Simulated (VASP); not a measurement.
Band structure of PdS (relaxed from the rock salt structure, space group Fm-3m). All values below come from PBEsol GGA, VASP's PBE PAW potentials (set 64) (plane waves; VASP).

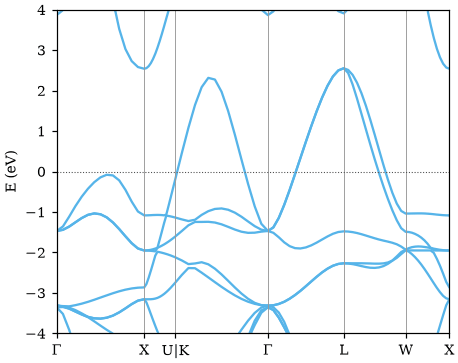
Bands along high-symmetry lines, zero at the valence-band maximum or, without a gap, the Fermi level

Q: Read the plot: is there a gap, and where are the band edges?

A: It has no gap at this level: it comes out as a metal or semimetal. (Edges off the drawn lines would not show.)

The structure was generated: PdS was put into the rock salt type (Fm-3m), which need not be its known phase. It was relaxed first, which changed the volume by -16 %.
